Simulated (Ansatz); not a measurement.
# Cl2GaH···OH (doublet): what the fields show

Input

```
crystal:
  periodic: [false, false, false]
  atoms:
    - { symbol: Ga, position_ang: [0.0, 0.0, 0.0] }
    - { symbol: H, position_ang: [0.0, 0.0, 1.82] }
    - { symbol: Cl, position_ang: [1.9398, 0.0, -1.12] }
    - { symbol: Cl, position_ang: [-1.9398, 0.0, -1.12] }
    - { symbol: O, position_ang: [0.0, 0.0, 3.13] }
    - { symbol: H, position_ang: [-0.5144, -0.8011, 3.4671] }
magnetization:
  spin_polarized: true
  initial_magnetization: 1
basis:
  gaussian: { orbitals: def2-SVP }
hamiltonian:
  xc: hf
relax:
  f_tol: 0.15
  max_steps: 25
  restrain:
    - { distance: [1, 4], at: 2.21, k: 30.0 }
    - { distance: [0, 1], at: 1.57, k: 30.0 }
output:
  orbitals: {}
```

Launched as:

```sh
ansatz run input.yaml --threads 2 --pin off --max-ram 3072MiB --backend cpu --events-out ev --progress --plain --runs-dir out
```

The fields are those of the run's last geometry, not of the input's.

Not at a stationary point (largest force 0.5 eV/Å).

Theory: UHF/def2-SVP in Ansatz.

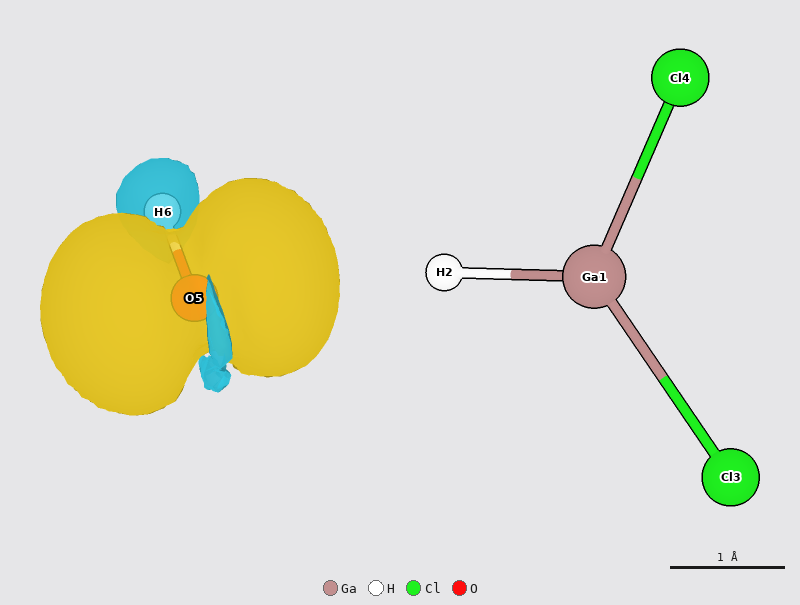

Figure 1. Isosurfaces of the spin density (α minus β) at +0.02 (yellow) and −0.02 e/Å³ (cyan), seen at a tilt.

Question: Which atoms carry the spin?

Answer: The unpaired spin (1 electron) lies mostly on O5 (about 1.0), in electrons by Hirshfeld's partition.

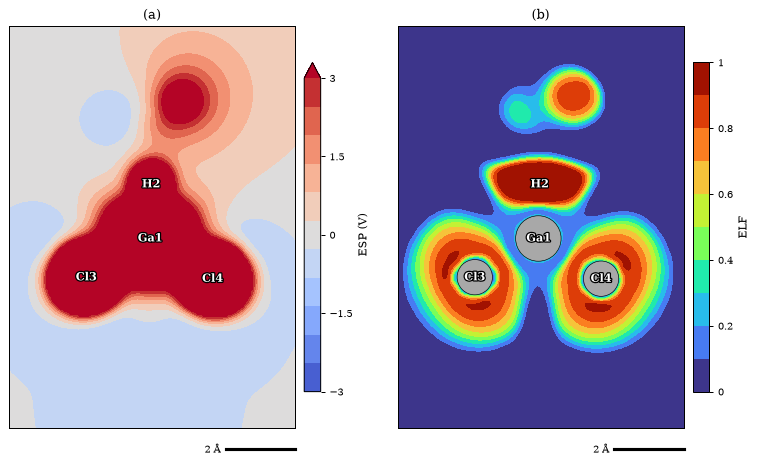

Figure 2. (a) electrostatic potential; (b) electron localisation function on the plane of atoms Cl3, Ga1 and Cl4. Grey discs cover the atomic cores in the ELF map.

Question: Interpret the plot.

Answer:
- The plane passes through Ga, H and Cl nuclei.
- Ga–Cl (2.15 Å): the ELF peaks at about 0.85 in the valence shell of Cl, 0.8 Å from its nucleus, and is about 0.60 at the midpoint.
- Ga–H (1.56 Å): the ELF climbs to about 1 towards the hydrogen.
- The ELF also peaks beside Cl4 and Cl3, away from the bonds: non-bonding electrons, paired or unpaired.
- Outside the dense part of the complex the potential is most negative (−0.8 V) near Cl3.

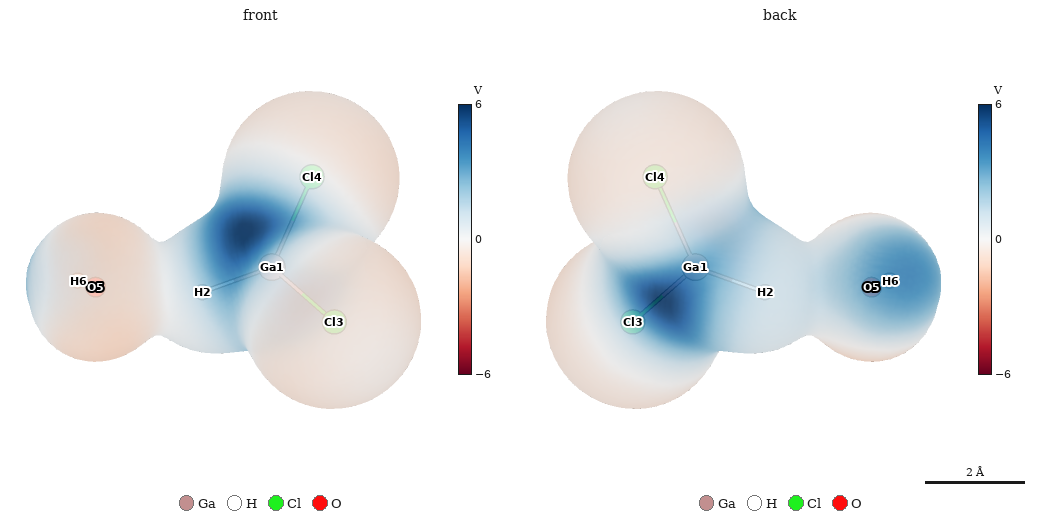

Figure 3. The electrostatic potential painted on the density surface at 0.004 e/bohr³, seen from the front and from behind; red is negative and blue positive.

Question: Where is the surface potential most negative and most positive?

Answer: The most negative region (about −1.2 V) lies over O5, the most positive (about +5.8 V) over Ga1. O5 is the likeliest acceptor of a hydrogen bond.
